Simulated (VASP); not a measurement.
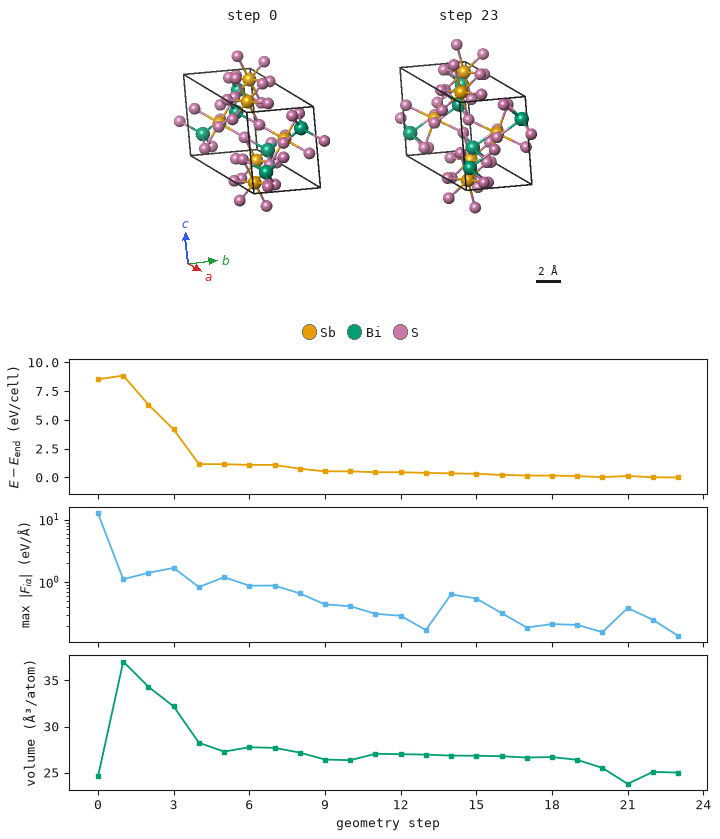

First and last geometry of a relaxation of solid BiSbS₄ (a generated structure, set up in C2/c), with the history of the run. The picture is a ball-and-stick view of the conventional cell (2 times the calculation's cell), seen slightly off an axis. Lengths and directions refer to the drawn axes.

The run lets cell and atoms move.

These are results of VASP 6.6.1, Kohn-Sham DFT of a periodic cell, PBE, VASP PAW PBE potentials, recommended, not measurements.

Input
```
SYSTEM = BiSbS4
  PREC = Normal
  ENCUT = 520
  EDIFF = 1E-4
  ISMEAR = 0
  SIGMA = 0.15
  LREAL = Auto
  LASPH = .TRUE.
  NELM = 60
  ALGO = Fast
  ISIF = 3
  LWAVE = .FALSE.
  LCHARG = .FALSE.
  GGA = PE
  IBRION = 2
  NSW = 24
  EDIFFG = -0.08
  KPAR = 2
```

Command:
```bash
cat potpaw_PBE.64/Sb/POTCAR potpaw_PBE.64/Bi_d/POTCAR potpaw_PBE.64/S/POTCAR > POTCAR
mpirun -np 2 vasp_std > vasp.out
```

What do the curves and the structures tell?

The relaxation stopped without meeting its thresholds, so the last structure isn't shown to be converged. The energy falls by 8.533 eV per cell of the calculation in 23 geometry steps. Largest force component: 13 eV/Å at the start, 0.14 eV/Å at the end. Pressure: 20.22 GPa at the start and −0.02 GPa at the end. The largest moves relative to the cell, 0.77 Å, are those of Bi atoms. By element the largest moves are Bi 0.77 Å, S 0.40 Å. Sb stays in place. Cell: a 14.800 → 13.986 Å (−5.5 %), b 6.000 → 5.901 Å (−1.6 %), c 6.850 → 7.422 Å (+8.3 %), β 104.0° → 101.6°. Volume +1.7 %. Near-neighbour distances that change, for instance: Bi–S 2.087 → 2.611 Å, S–S 3.045 → 2.598 Å, Bi–S 3.142 → 2.836 Å, S–Sb 2.426 → 2.675 Å. Among the angles between lasting bonds that change: S–Bi–S 144.4° → 171.7°, S–Bi–S 120.3° → 95.0°, S–Bi–S 109.8° → 84.8°. The space group stays C2/c (No. 15). At step 1 the optimiser overshot: the energy rose above the start, and later steps came back.

```json
{"step": "0", "E − E(0), meV/atom": "0.00", "largest force component, eV/Å": "12.5679", "pressure, GPa": "20.22", "volume, Å³/atom": "24.592"}
{"step": "1", "E − E(0), meV/atom": "27.30", "largest force component, eV/Å": "1.1096", "pressure, GPa": "-9.11", "volume, Å³/atom": "37.043"}
{"step": "2", "E − E(0), meV/atom": "-184.29", "largest force component, eV/Å": "1.4109", "pressure, GPa": "-8.63", "volume, Å³/atom": "34.309"}
{"step": "3", "E − E(0), meV/atom": "-363.54", "largest force component, eV/Å": "1.6894", "pressure, GPa": "-7.78", "volume, Å³/atom": "32.174"}
{"step": "4", "E − E(0), meV/atom": "-614.06", "largest force component, eV/Å": "0.8328", "pressure, GPa": "-2.42", "volume, Å³/atom": "28.242"}
{"step": "5", "E − E(0), meV/atom": "-615.27", "largest force component, eV/Å": "1.1989", "pressure, GPa": "0.31", "volume, Å³/atom": "27.283"}
{"step": "6", "E − E(0), meV/atom": "-620.09", "largest force component, eV/Å": "0.8754", "pressure, GPa": "-1.07", "volume, Å³/atom": "27.753"}
{"step": "7", "E − E(0), meV/atom": "-620.10", "largest force component, eV/Å": "0.8799", "pressure, GPa": "-0.96", "volume, Å³/atom": "27.688"}
{"step": "8", "E − E(0), meV/atom": "-648.06", "largest force component, eV/Å": "0.6596", "pressure, GPa": "-0.31", "volume, Å³/atom": "27.174"}
{"step": "9", "E − E(0), meV/atom": "-666.66", "largest force component, eV/Å": "0.4394", "pressure, GPa": "1.15", "volume, Å³/atom": "26.422"}
{"step": "10", "E − E(0), meV/atom": "-666.74", "largest force component, eV/Å": "0.4107", "pressure, GPa": "1.29", "volume, Å³/atom": "26.349"}
{"step": "11", "E − E(0), meV/atom": "-673.11", "largest force component, eV/Å": "0.3105", "pressure, GPa": "-0.50", "volume, Å³/atom": "27.047"}
{"step": "12", "E − E(0), meV/atom": "-673.13", "largest force component, eV/Å": "0.2886", "pressure, GPa": "-0.50", "volume, Å³/atom": "27.004"}
{"step": "13", "E − E(0), meV/atom": "-677.93", "largest force component, eV/Å": "0.1704", "pressure, GPa": "-0.31", "volume, Å³/atom": "26.957"}
{"step": "14", "E − E(0), meV/atom": "-681.22", "largest force component, eV/Å": "0.6377", "pressure, GPa": "0.06", "volume, Å³/atom": "26.849"}
{"step": "15", "E − E(0), meV/atom": "-684.58", "largest force component, eV/Å": "0.5457", "pressure, GPa": "-0.21", "volume, Å³/atom": "26.834"}
{"step": "16", "E − E(0), meV/atom": "-692.55", "largest force component, eV/Å": "0.3187", "pressure, GPa": "-0.95", "volume, Å³/atom": "26.780"}
{"step": "17", "E − E(0), meV/atom": "-697.27", "largest force component, eV/Å": "0.1873", "pressure, GPa": "-2.39", "volume, Å³/atom": "26.641"}
{"step": "18", "E − E(0), meV/atom": "-697.48", "largest force component, eV/Å": "0.2125", "pressure, GPa": "-1.97", "volume, Å³/atom": "26.687"}
{"step": "19", "E − E(0), meV/atom": "-701.28", "largest force component, eV/Å": "0.2058", "pressure, GPa": "-1.69", "volume, Å³/atom": "26.391"}
{"step": "20", "E − E(0), meV/atom": "-708.75", "largest force component, eV/Å": "0.1579", "pressure, GPa": "-0.59", "volume, Å³/atom": "25.511"}
{"step": "21", "E − E(0), meV/atom": "-700.33", "largest force component, eV/Å": "0.3854", "pressure, GPa": "2.32", "volume, Å³/atom": "23.784"}
{"step": "22", "E − E(0), meV/atom": "-709.71", "largest force component, eV/Å": "0.2488", "pressure, GPa": "0.11", "volume, Å³/atom": "25.084"}
{"step": "23", "E − E(0), meV/atom": "-711.08", "largest force component, eV/Å": "0.1382", "pressure, GPa": "-0.02", "volume, Å³/atom": "25.002"}
```
